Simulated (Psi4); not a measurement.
# CHClF2 (difluorochloromethane) at BLYP/6-311+G(d,p)

What is the vertical singlet–triplet gap of CHClF2 (difluorochloromethane) at BLYP/6-311+G**? 

Program for the calculation: Psi4 1.11.

3 further runs of the same task are left out: 2 that didn't finish, 1 set aside as unsound or not needed.

## 1. The system as given

CHClF2 has 5 atoms, charge 0, and is taken as a singlet. SMILES: `FC(F)Cl`. The coordinates come from a PBE0-D4/def2-TZVP relaxation.

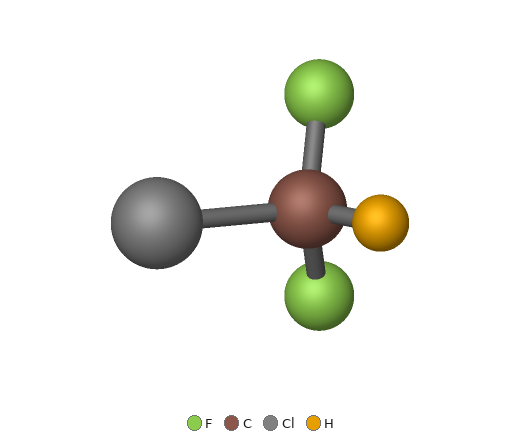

Viewed from a chosen angle; fluorine green, carbon brown, chlorine grey, hydrogen amber.

## 2. Energy and gradient at BLYP/6-311+G(d,p)

chclf2.xyz

```xyz
5
CHClF2
F      0.038900    -0.568100     1.222300
C      0.109400     0.023600     0.028300
F      0.844200    -0.745900    -0.776900
Cl    -1.511000     0.208900    -0.640800
H      0.568600     1.007800     0.125800
```

run_ase.py

```python
import numpy as np
from ase.calculators.psi4 import Psi4
from ase.io import read

mol = read('chclf2.xyz')
calc = Psi4(atoms=mol, method='blyp', basis='6-311+G**', memory='1600MB', num_threads=1, charge=0, multiplicity=1, label='psi4-calc')
calc.psi4.set_options({'puream': True, 'e_convergence': 1e-09, 'd_convergence': 1e-08, 'scf_type': 'pk', 'dft_radial_points': 99, 'dft_spherical_points': 590})
mol.calc = calc

forces = mol.get_forces()
print(f'energy: {mol.get_potential_energy():.6f} eV')
print('forces / eV A^-1')
print(np.round(forces, 5))
```

Command:

```
python run_ase.py
```

psi4-calc.dat (excerpt; [...] marks lines left out):

```text
[...]
  Running in c1 symmetry.
[...]
  Nuclear repulsion =  168.406744960820134
[...]
  Multiplicity = 1
[...]
  Nalpha       = 21
  Nbeta        = 21
[...]
    Number of basis functions: 102
[...]
   @RKS iter   1:  -698.55074355226225   -3.31179e-02   5.14071e-03 ADIIS/DIIS
[...]
   @RKS iter  12:  -698.64565715239507    6.82121e-13   9.13000e-10 DIIS
[...]
    Orbital Energies [Eh]
    ---------------------
    Doubly Occupied:
       1A   -100.775963     2A    -24.326744     3A    -24.326702
       4A    -10.136284     5A     -9.205653     6A     -7.040487
       7A     -7.028951     8A     -7.028789     9A     -1.201127
      10A     -1.138159    11A     -0.807185    12A     -0.638943
      13A     -0.539245    14A     -0.533531    15A     -0.497495
      16A     -0.401191    17A     -0.398325    18A     -0.379962
      19A     -0.338633    20A     -0.298055    21A     -0.297748
[...]
  @RKS Final Energy:  -698.64565715239507
   => Energetics <=
    Nuclear Repulsion Energy =            168.4067449608201343
    One-Electron Energy =               -1300.1680653780340435
    Two-Electron Energy =                 488.0519235763438246
    DFT Exchange-Correlation Energy =     -54.9362603115249541
    Empirical Dispersion Energy =           0.0000000000000000
    VV10 Nonlocal Energy =                  0.0000000000000000
    Total Energy =                       -698.6456571523950743
[...]
 Multipole Moments:
 ------------------------------------------------------------------------------------
     Multipole            Electronic (a.u.)      Nuclear  (a.u.)        Total (a.u.)
 ------------------------------------------------------------------------------------
 L = 1.  Multiply by 2.5417464519 to convert [e a0] to [Debye]
 Dipole X            :         -0.1516339            0.3419783            0.1903444
 Dipole Y            :         -1.0946353            1.6382840            0.5436488
 Dipole Z            :          0.0360727           -0.0079884            0.0280843
 Magnitude           :                                                    0.5766920
[...]
  -Total Gradient:
     Atom            X                  Y                   Z
    ------   -----------------  -----------------  -----------------
       1        0.000697382007     0.011367296110    -0.025541845884
       2       -0.002098466831    -0.019286074708     0.000805362888
       3       -0.016413778161     0.015172108964     0.016906177840
       4        0.020099589537    -0.003242924993     0.008389731381
       5       -0.002241688068    -0.003982616729    -0.000544541292
[...]
```

On the terminal:

```text
energy: -19011.116671 eV
forces / eV A^-1
[[-0.03586 -0.58453  1.31341]
 [ 0.10791  0.99173 -0.04141]
 [ 0.84403 -0.78018 -0.86935]
 [-1.03356  0.16676 -0.43142]
 [ 0.11527  0.20479  0.028  ]]
```

Run time: 32 s. Hardware: 1 thread of Intel Xeon Platinum 8259CL at 2.50GHz (Skylake/Cascade Lake), shared host; peak memory 0.67 GiB.

## 3. The triplet, same level

input.in

```
memory 1.6 GB

molecule system {
  0 3
  F      0.07351035    -1.07355341     2.30981224
  C      0.20673604     0.04459754     0.05347925
  F      1.59530679    -1.40954672    -1.46812823
  Cl    -2.85537617     0.39476379    -1.21093650
  H      1.07449827     1.90446599     0.23772755
  units au
  symmetry c1
}

set globals {
  basis 6-311+G**
  reference uks
  puream true
  e_convergence 1e-09
  d_convergence 1e-08
  scf_type pk
  dft_radial_points 99
  dft_spherical_points 590
  maxiter 100
}

gradient("blyp")
```

Command:

```
psi4 input.in input.out -n 1
```

input.out (excerpt; [...] marks lines left out):

```text
[...]
  Running in c1 symmetry.
[...]
  Nuclear repulsion =  168.406745107475018
[...]
  Multiplicity = 3
[...]
  Nalpha       = 22
  Nbeta        = 20
[...]
    Number of basis functions: 102
[...]
   @UKS iter   1:  -698.21451803952971    3.03108e-01   6.15326e-03 ADIIS/DIIS
[...]
   @UKS iter  16:  -698.38193915539546   -3.86535e-12   8.29712e-09 DIIS
[...]
   @S^2 Observed:                2.002136560E+00
[...]
  @UKS Final Energy:  -698.38193915539546
   => Energetics <=
    Nuclear Repulsion Energy =            168.4067451074750181
    One-Electron Energy =               -1299.1703412254528303
    Two-Electron Energy =                 487.3141316282275284
    DFT Exchange-Correlation Energy =     -54.9324746656451950
    Empirical Dispersion Energy =           0.0000000000000000
    VV10 Nonlocal Energy =                  0.0000000000000000
    Total Energy =                       -698.3819391553954574
[...]
 Multipole Moments:
 ------------------------------------------------------------------------------------
     Multipole            Electronic (a.u.)      Nuclear  (a.u.)        Total (a.u.)
 ------------------------------------------------------------------------------------
 L = 1.  Multiply by 2.5417464519 to convert [e a0] to [Debye]
 Dipole X            :         -0.2075230            0.3419783            0.1344553
 Dipole Y            :         -1.3064873            1.6382840            0.3317967
 Dipole Z            :          0.0324203           -0.0079884            0.0244319
 Magnitude           :                                                    0.3588373
[...]
  -Total Gradient:
     Atom            X                  Y                   Z
    ------   -----------------  -----------------  -----------------
       1       -0.004487133094     0.011358813663    -0.037361523684
       2       -0.108833789377     0.026346701261    -0.046232280219
       3       -0.028308467849     0.016643175754     0.021716321093
       4        0.153173007050    -0.026474277925     0.064045247348
       5       -0.011500358900    -0.027846867328    -0.002152769799
[...]
```

It took 51 s on 1 thread of Intel Xeon Platinum 8259CL at 2.50GHz (Skylake/Cascade Lake), shared host; peak memory 0.65 GiB.

## 4. Results

Level: BLYP/6-311+G**.

| quantity | value |
| --- | --- |
| singlet: total energy | -698.64566 Eh |
| singlet: dipole moment | 1.47 D |
| singlet: HOMO energy | -8.10 eV |
| singlet: LUMO energy | -0.90 eV |
| singlet: HOMO–LUMO gap | 7.20 eV |
| singlet: largest force on an atom | 1.441 eV/Å |
| triplet: total energy | -698.38194 Eh |
| triplet: dipole moment | 0.91 D |
| triplet: HOMO energy (highest over α and β) | -1.58 eV |
| triplet: ⟨S²⟩ | 2.002 |
| triplet: largest force on an atom | 8.645 eV/Å |
| vertical energy of the triplet above the singlet | 7.176 eV |

In words: At this shape the triplet lies 7.18 eV (165 kcal/mol) above the singlet. The largest force (singlet) is 1.44 eV/Å: the shape isn't a stationary point for this species at this level.
